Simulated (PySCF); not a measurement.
**One shape, several levels: BH4O− (SMILES [BH3-]O)**

Aim: a comparison of 6 runs (PBE0/STO-6G, RPA@PBE/STO-6G, MP2/STO-6G, CCSDT(Q)/STO-6G, CCSDTQ/STO-6G, CCSD(T)/STO-6G) of BH4O−. Input form: a Python script.

The results are computed with PySCF 2.14.0.

### 1 The system as given

BH4O−: 6 atoms, total charge -1, spin state singlet. SMILES: `[BH3-]O`. The start is not the relaxed shape.

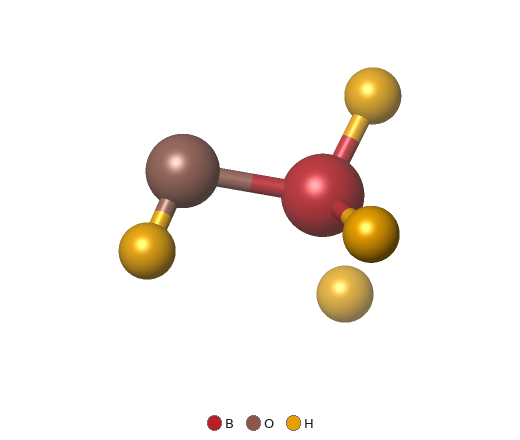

Viewed from a chosen angle; boron red, oxygen brown, hydrogen amber.

### 2 The energy at PBE0/STO-6G (run 1)

Input file mol.xyz:

```xyz
6

B      0.068179     0.006064    -0.413498
O      0.129299     1.195934     0.506902
H      1.205589    -0.470766    -0.596818
H     -0.399451     0.374914    -1.476348
H     -0.789000    -1.072510     0.169030
H      0.499619     0.865074     1.325352
```

Input file run.py:

```python
from pyscf import gto, dft

mol = gto.M(
    atom='mol.xyz',
    max_memory=1860,
    basis='sto-6g',
    verbose=4,
    charge=-1,
)

ks = dft.RKS(mol, xc='pbe0')
ks.conv_tol = 1e-10
ks.grids.level = 5
ks.kernel()
if not ks.converged:
    ks = ks.newton().run(ks.mo_coeff, ks.mo_occ)

e_final = ks.e_tot
print('E = %.10f Eh' % e_final)
```

Launch:

```console
$ OMP_NUM_THREADS=1 python run.py
```

The program printed:

```text
PySCF version 2.14.0

[... 69 lines left out ...]
converged SCF energy = -101.854031940644
E = -101.8540319406 Eh
```

It took 4.2 s on 1 thread of Intel Xeon Platinum 8259CL at 2.50GHz (Skylake/Cascade Lake), shared host; peak memory 0.18 GiB.

### 3 The energy at RPA@PBE/STO-6G (run 2)

Input file run.py:

```python
from pyscf import gto, dft
from pyscf.gw.rpa import RPA

mol = gto.Mole()
mol.atom = [
    ('B', (0.068179, 0.006064, -0.413498)),
    ('O', (0.129299, 1.195934, 0.506902)),
    ('H', (1.205589, -0.470766, -0.596818)),
    ('H', (-0.399451, 0.374914, -1.476348)),
    ('H', (-0.789000, -1.072510, 0.169030)),
    ('H', (0.499619, 0.865074, 1.325352)),
]
mol.max_memory = 1860
mol.verbose = 3
mol.charge = -1
mol.basis = 'sto-6g'
mol.build()

mf = dft.RKS(mol, xc='pbe')
mf.grids.level = 5
mf.conv_tol = 1e-10
mf.kernel()
if not mf.converged:
    mf = mf.newton().run(mf.mo_coeff, mf.mo_occ)

rpa = RPA(mf, frozen=2)
rpa.kernel()
e_exx = mf.to_hf().energy_tot(mf.make_rdm1())
e_tot = e_exx + rpa.e_corr
print('E(%s) = %.9f' % ('PBE', e_tot))
```

Launch:

```console
$ OMP_NUM_THREADS=1 python run.py
```

The program printed:

```text
converged SCF energy = -101.831583713475

WARN: Even tempered Gaussians are generated as DF auxbasis for  H O B

E(RPA) = -101.530887246911  E_corr = -0.183991790286792  E_hf = -101.346895456624
E(PBE) = -101.530941195
```

Run time: 5.1 s. Hardware: 1 thread of Intel Xeon Platinum 8259CL at 2.50GHz (Skylake/Cascade Lake), shared host; peak memory 0.18 GiB.

Runs 3 to 5 aren't shown in full; the table further down has their settings and results.

### 4 A single-point energy at CCSD(T)/STO-6G (run 6)

Input file input.py:

```python
from pyscf import gto, cc

mol = gto.M(
    atom='''
B      0.128840     0.011459    -0.781398
O      0.244340     2.259988     0.957906
H      2.278233    -0.889619    -1.127823
H     -0.754853     0.708485    -2.789893
H     -1.490994    -2.026750     0.319420
H      0.944143     1.634753     2.504552
''',
    unit='bohr',
    max_memory=1860,
    charge=-1,
    verbose=4,
    basis='sto-6g',
)

mf = mol.RHF()
mf.conv_tol = 1e-10
mf.kernel()
if not mf.converged:
    mf = mf.newton().run(mf.mo_coeff, mf.mo_occ)

mycc = cc.CCSD(mf, frozen=2)
mycc.kernel()
e_t = mycc.ccsd_t()
e_final = mycc.e_tot + e_t
print('E(%s) = %.9f' % ('CCSD(T)', e_final))
```

Launch:

```console
$ OMP_NUM_THREADS=1 python input.py
```

The program printed:

```text
PySCF version 2.14.0

[... 56 lines left out ...]
converged SCF energy = -101.356968678197
[... 12 lines left out ...]
Init t2, MP2 energy = -101.43843426988  E_corr(MP2) -0.0814655916824327
[... 9 lines left out ...]
CCSD converged
[... 2 lines left out ...]
E(CCSD(T)) = -101.469904809
```

Run time: 1.1 s. Hardware: 1 thread of Intel Xeon Platinum 8259CL at 2.50GHz (Skylake/Cascade Lake), shared host; peak memory 0.12 GiB.

### 5 Overview of the runs

```tsv
run	level	frozen core orbitals	integration grid	energy (Eh)	HOMO energy (eV)	LUMO energy (eV)	HOMO–LUMO gap (eV)	wall time
1	PBE0/STO-6G	–	5	-101.854032	4.40	17.67	13.28	4.2 s
2	RPA@PBE/STO-6G	2	5	-101.530941	6.39	16.05	9.65	5.1 s
3	MP2/STO-6G	2	–	-101.438434	-0.36	23.03	23.39	1.1 s
4	CCSDT(Q)/STO-6G	2	–	-101.470160	-0.36	23.03	23.39	2.8 s
5	CCSDTQ/STO-6G	2	–	-101.470148	-0.36	23.03	23.39	19 s
6	CCSD(T)/STO-6G	2	–	-101.469905	-0.36	23.03	23.39	1.1 s
```

### 6 Summary of results

```
                                          quantity          value
                               run 6: total energy  -101.46990 Eh
        run 6: HOMO energy (Hartree–Fock orbitals)       -0.36 eV
        run 6: LUMO energy (Hartree–Fock orbitals)       23.03 eV
      run 6: HOMO–LUMO gap (Hartree–Fock orbitals)       23.39 eV
run 6: correlation energy (2 core orbitals frozen)     -112.9 mEh
                             run 6: (T) correction      -1.10 mEh
                              run 6: T1 diagnostic          0.008
```

**Reading.** All runs together took 33 s, the longest 19 s.
